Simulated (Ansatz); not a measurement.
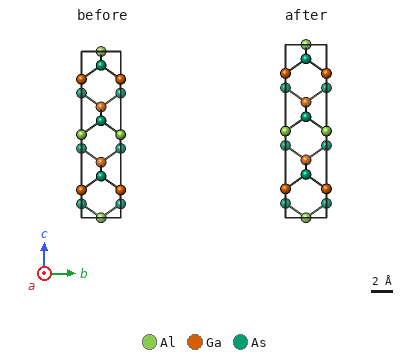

The structure of solid AlGa2As3 (a generated structure, set up in I-4m2) (coarse preliminary run) before (left) and after (right) a relaxation, at one scale.

A ball-and-stick model of the conventional cell (2 times the calculation's cell), seen along the a axis. Lengths and directions refer to the drawn axes.

All numbers below come from DFT PBE, scalar-relativistic, plane waves, PAW in Ansatz 0.2.0.

The input:
```yaml
crystal:
  lattice:
    - [-1.9421898, 1.9421898, 8.24001347]
    - [1.9421898, -1.9421898, 8.24001347]
    - [1.9421898, 1.9421898, -8.24001347]
  atoms:
    - { symbol: Al, position: [0.5, 0.5, 0.0] }
    - { symbol: Ga, position: [0.83333333, 0.83333333, 0.0] }
    - { symbol: Ga, position: [0.16666667, 0.16666667, 0.0] }
    - { symbol: As, position: [0.41666667, 0.91666667, 0.5] }
    - { symbol: As, position: [0.08333333, 0.58333333, 0.5] }
    - { symbol: As, position: [0.75, 0.25, 0.5] }
basis:
  ecutwfc: 420
kpoints:
  mp_grid: { grid: [6, 6, 6] }
hamiltonian:
  xc: pbe
scf:
  occupations: { method: gaussian, width: 0.1 }
  lower_state_search: "off"
output:
  forces: true
  stress: true
  eigenvalues: true
relax:
  adjacent_minimum: "off"
  f_tol: 0.04
  max_steps: 70
  cell: { stress_tol: 0.4 }
```

Launched with:
```bash
ansatz run input.yaml --threads 1 --pin off --max-ram 2560MiB --backend cpu --events-out ev --progress --plain --runs-dir out
```

Question: Summarise the run.

Answer: The energy falls by 90.5 meV per atom in 3 accepted moves (5 points after the start). The largest force component goes from 0.096 to 0.00084 eV/Å. Pressure: 11.20 GPa at the start and 0.02 GPa at the end. At 2 points the geometry stayed and the basis and grid were re-selected for the new cell (energy shift of 0.8 meV per atom at most each time). The largest moves relative to the cell, 0.010 Å, are those of As4 and As5. As5 goes along −c. Largest moves by element: As 0.010 Å, Ga 0.002 Å. Al stays in place. The drawn cell changes as follows: a = b 3.884 → 4.064 Å (+4.6 %), c 16.480 → 17.171 Å (+4.2 %); the volume changes by +14.0 %. Near-neighbour distances that change, for instance: Ga2–As4 2.379 → 2.490 Å, Al1–As4 2.379 → 2.480 Å. The space group stays I-4m2 (No. 119).
